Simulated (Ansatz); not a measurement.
# r2SCAN0/cc-pVTZ run of SiS (SMILES [Si-]#[S+])

What is the energy change on altering one bond length of SiS at r2SCAN0/cc-pVTZ? 

The results are computed with Ansatz 0.2.0.

43 further runs of the same task are left out: 43 set aside as unsound or not needed.

### Step 1. The system as given

The species is SiS (2 atoms), meant as a singlet with charge 0. SMILES: `[Si-]#[S+]`. The bond length is the measured one.

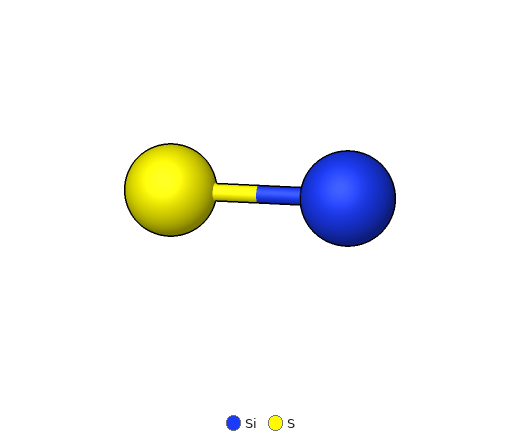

The structure, seen from a chosen angle (silicon blue, sulfur yellow).

### Step 2. A single-point energy at r2SCAN0/cc-pVTZ

molecule.yaml reads:

```yaml
crystal:
  periodic: [false, false, false]
  atoms:
    - symbol: Si
      position_ang: [0.000000, 0.000000, 0.000000]
    - symbol: S
      position_ang: [0.000000, 0.000000, 1.929321]
basis:
  gaussian:
    orbitals: cc-pVTZ
hamiltonian:
  xc: {name: r2SCAN0}
accuracy: high
output: {orbitals: {seedname: orbitals}}
```

Run with:

```sh
$ ansatz run molecule.yaml --threads 1 --pin off --max-ram 3480MiB --events-out events.jsonl --progress --plain --runs-dir runs
```

Standard output:

```text
Warning: RAYON_NUM_THREADS=1 ignored (pool sized by the plan → 1); use --threads N
Functional definition: r2SCAN0
  name "r2SCAN0"
  parameter a = 0.25
  parameter k0 = 0.174
  parameter k1 = 0.065
  parameter a1 = 4.9479
  exchange = (1 - a)*r2scan_x(k0 = k0, k1 = k1, a1 = a1) + a*exact_x
  correlation = r2scan_c
939 factors; integrals over basis functions are off by at most 3.3e-9 eV
mean field evaluation 1: about -18710.6345 eV, gradient 2.1e1 eV
mean field evaluation 2: about -18705.3052 eV, gradient 4.5e1 eV
mean field evaluation 4: about -18712.0295 eV, gradient 1.5e0 eV
mean field evaluation 8: about -18712.0343 eV, gradient 5.8e-3 eV
mean field evaluation 16: about -18712.0343 eV, gradient 4.9e-7 eV
mean field -18712.03432698 eV, -687.6545780440 hartree, gradient 8.4e-9 eV, S^2 0.000000; 0 other end points of the search recorded, 0 dependent functions left out
reference -18712.03432732 eV, -687.6545780564 hartree; 15, 15 occupied and 53, 53 virtual orbitals, 939 factors
Total energy: -18712.03432732 eV, -687.6545780564 hartree
```

Run time: 5.1 s. Hardware: 1 thread of Arm Neoverse V1, shared host; peak memory 0.16 GiB.

### Step 3. The distorted shape

input.yaml reads:

```yaml
crystal:
  periodic: [false, false, false]
  atoms:
    - symbol: Si
      position_ang: [0.000000, 0.000000, -1.543479]
    - symbol: S
      position_ang: [0.000000, 0.000000, 1.929321]
basis:
  gaussian:
    orbitals: cc-pVTZ
hamiltonian:
  xc: {name: r2SCAN0}
accuracy: high
output:
  orbitals: {seedname: orbitals}
```

Run with:

```sh
$ ansatz run input.yaml --threads 1 --pin off --max-ram 3480MiB --events-out events.jsonl --progress --plain --runs-dir runs
```

Standard output, shortened:

```text
Warning: RAYON_NUM_THREADS=1 ignored (pool sized by the plan → 1); use --threads N
[... 8 set-up lines as earlier in the session ...]
861 factors; integrals over basis functions are off by at most 2.9e-9 eV
mean field evaluation 1: about -18689.9538 eV, gradient 4.4e1 eV
mean field evaluation 2: about -18554.5923 eV, gradient 1.3e2 eV
mean field evaluation 4: about -18654.0982 eV, gradient 1.1e2 eV
mean field evaluation 8: about -18705.0104 eV, gradient 4.1e-1 eV
mean field evaluation 16: about -18705.0113 eV, gradient 1.6e-8 eV
mean field evaluation 32: about -18704.8104 eV, gradient 2.0e0 eV
mean field -18705.01132493 eV, -687.3964874790 hartree, gradient 3.3e-8 eV, S^2 0.000000; 3 other end points of the search recorded, 0 dependent functions left out
reference -18705.01132531 eV, -687.3964874930 hartree; 15, 15 occupied and 53, 53 virtual orbitals, 861 factors
Total energy: -18705.01132531 eV, -687.3964874930 hartree
```

It took 6.3 s on 1 thread of Arm Neoverse V1, shared host; peak memory 0.15 GiB.

### Step 4. Results

At r2SCAN0/cc-pVTZ:

| quantity | value |
| --- | --- |
| first shape: total energy | -687.65458 Eh |
| first shape: HOMO energy | -8.19 eV |
| first shape: LUMO energy | -2.27 eV |
| first shape: HOMO–LUMO gap | 5.92 eV |
| distorted shape: total energy | -687.39649 Eh |
| distorted shape: HOMO energy | -6.26 eV |
| distorted shape: LUMO energy | -4.71 eV |
| distorted shape: HOMO–LUMO gap | 1.55 eV |
| energy change with the Si1–S2 bond stretched from 1.929 to 3.473 Å | 7.023 eV |

**Reading.** One bond (distorted shape) is far stretched, which a spin-restricted single reference describes badly; a broken-symmetry solution may lie lower. With the Si1–S2 bond stretched from 1.929 to 3.473 Å the energy rises by 7.02 eV (162 kcal/mol). The first shape isn't relaxed at this level, so the change isn't measured from a minimum. A restricted reference can't describe the breaking bond well at this length.
